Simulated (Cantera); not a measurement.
A closed system holds: 1 mol Si, 1.6 mol HCl, 4.9 mol H₂, 0.2 mol HF, at 3.80 bar.

Equilibrium computed with Cantera from the NASA thermochemical tables; the gas is ideal and each condensed phase is pure. Candidate condensed phases: Si; 37 gas species. The tables' values for SiCl₃, SiF₃, SiF₂ are old estimates; treat these amounts as uncertain. The numbers say what is thermodynamically allowed, not how fast it happens.

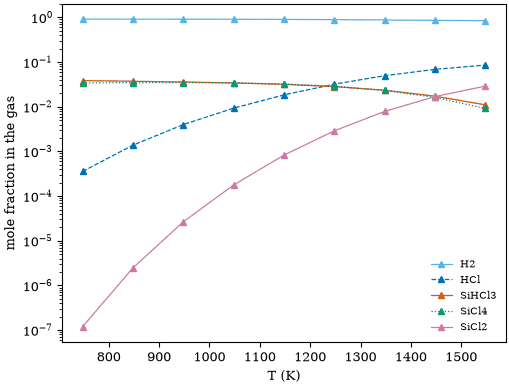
Figure. Equilibrium gas composition (values under 1e-9 drawn at 1e-9)

Question: Read off the mole fractions at 1448 K.

Answer: H₂ about 0.86, HCl about 0.069, SiHCl₃ about 0.017, SiCl₂ about 0.017, SiCl₄ about 0.016.
